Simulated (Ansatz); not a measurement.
# BClGaH2N (SMILES Cl[B]1[NH][GaH]1): what the fields show

Input file:

```
crystal:
  periodic: [false, false, false]
  atoms:
    - {symbol: Cl, position_ang: [0.824557, -2.387935, 0.814375]}
    - {symbol: B, position_ang: [0.193400, -0.838225, 0.325488]}
    - {symbol: N, position_ang: [0.621788, 0.227174, -0.423116]}
    - {symbol: Ga, position_ang: [-1.167078, 0.616364, 0.233950]}
    - {symbol: H, position_ang: [1.492228, 0.382197, -0.918667]}
    - {symbol: H, position_ang: [-1.922893, 1.936327, -0.078130]}
basis:
  gaussian: {orbitals: def2-TZVPP}
hamiltonian: {xc: pbe0, dispersion: d4}
output: {orbitals: {seedname: orbitals}}
```

Command:

```sh
ansatz run in.yaml --threads 2 --pin off --events-out ev --progress --plain --max-ram 4352MiB
```

Geometry: PBE0-D4/def2-TZVP.

All numbers below come from RKS PBE0-D4/def2-TZVPP (Ansatz 0.2.0).

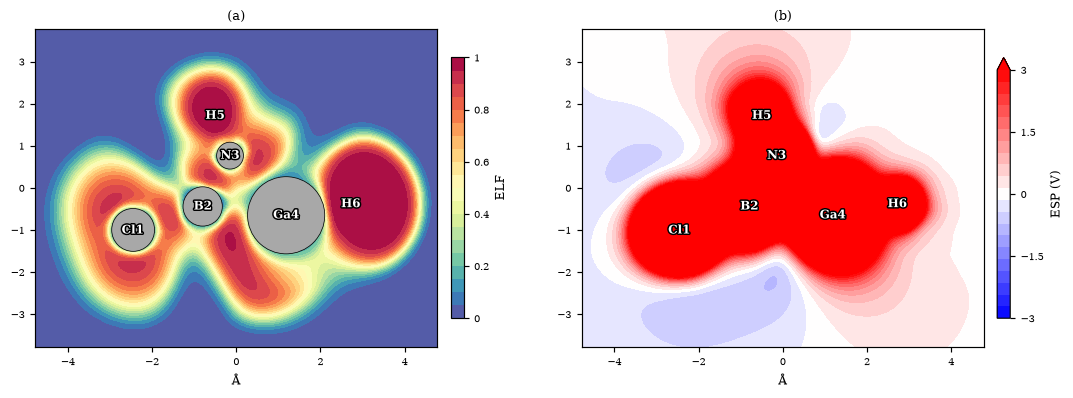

Figure 1. (a) ELF; (b) molecular electrostatic potential on the molecular plane. Grey discs cover the atomic cores in the ELF map.

Read the bonding off the picture.

Answer.
- Atoms in the plane: Cl, B, N, Ga and H.
- B–N (1.37 Å): the ELF peaks at about 0.90 between the atoms (a short, strongly polar bond).
- B–Cl (1.74 Å): the ELF peaks at about 0.90 between the atoms (a polar covalent bond).
- Ga–N (1.95 Å): the ELF peaks at about 0.80 in the valence shell of N, 0.6 Å from its nucleus, and is about 0.25 at the midpoint.
- Ga–B (1.99 Å): the ELF peaks at about 0.60 in the valence shell of B, 0.8 Å from its nucleus, and is about 0.35 at the midpoint.
- N–H (1.01 Å): the ELF climbs to about 1 towards the hydrogen, as it does in any bond to H: a covalent bond by its length.
- The ELF also peaks beside Cl1, away from the bonds: lone-pair regions.
- Outside the dense part of the molecule the potential is most negative (−0.7 V) near Cl1.

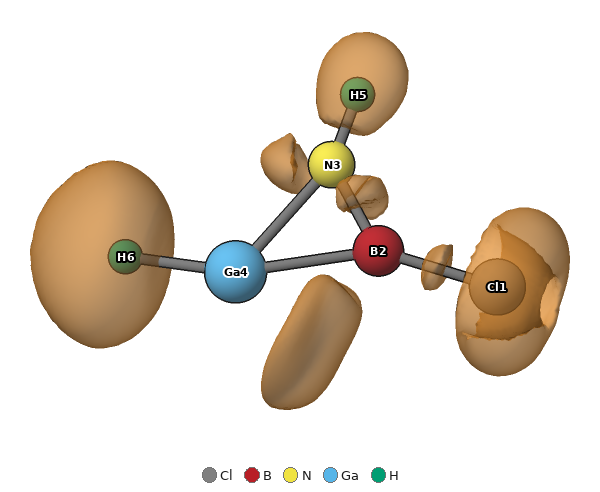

Figure 2. Isosurface of the electron localisation function at 0.85 (orange), seen at a tilt. Only the valence region is drawn (cores and ρ < 0.01 e/Å³ removed).

Where are the electrons localised?

Answer. The ELF exceeds this value in one region between bonded B–Cl atoms (shared pairs), one region between bonded B–N atoms (shared pairs), two regions around hydrogen nuclei, one ring or bowl of non-bonding electrons around Cl, one lobe on Ga, pointing away from the bonds (lone pairs) and one lobe on N, pointing away from the bonds (lone pairs).

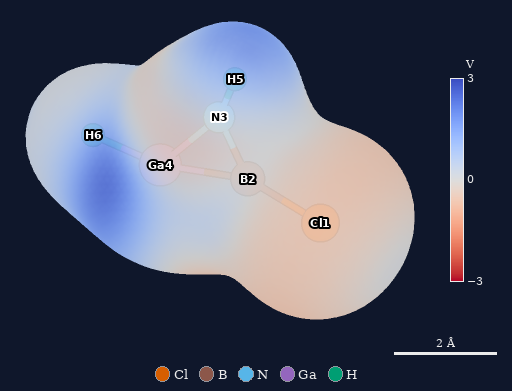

Figure 3. The electrostatic potential painted on the density surface at 0.002 e/bohr³, seen at a tilt; red is negative and blue positive.

Where is the surface potential most negative and most positive?

Answer. The most negative region (about −0.7 V) lies over Cl1, the most positive (about +2.4 V) over Ga4.

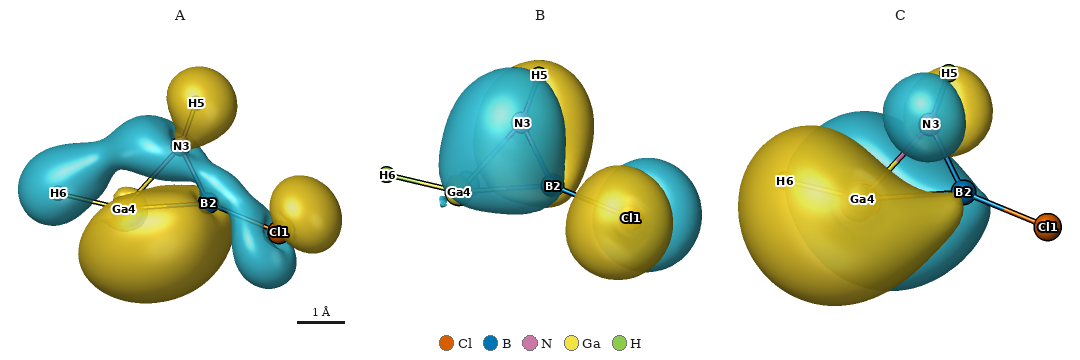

Figure 4. Three frontier orbitals at ±0.08 Å⁻³ᐟ² (yellow and cyan are the two phases), in no order.

Which picture is the HOMO−1, the HOMO and the LUMO?

Answer. B is the HOMO−1 (−8.42 eV). By Hirshfeld shares it lies mainly on N3 (about 45 %), Cl1 (about 35 %), B2 (about 10 %) and Ga4 (about 10 %); it changes sign across the molecular plane (π type); π-bonding across B2–Ga4; π-antibonding (a node) across Cl1–B2. A is the HOMO (−6.75 eV). Its weight (Hirshfeld) is mainly on Ga4 (about 40 %), B2 (about 25 %), N3 (about 15 %), Cl1 (about 15 %) and H6 (about 5 %); it is symmetric in the molecular plane (an in-plane orbital: σ, lone-pair or in-plane π type). C is the LUMO (−1.40 eV). By Hirshfeld shares it lies mainly on Ga4 (about 70 %), N3 (about 10 %) and B2 (about 10 %); it changes sign across the molecular plane (π type); π-antibonding (a node) across B2–N3.

What is the HOMO–LUMO gap?

Answer. 5.35 eV between the orbital energies.
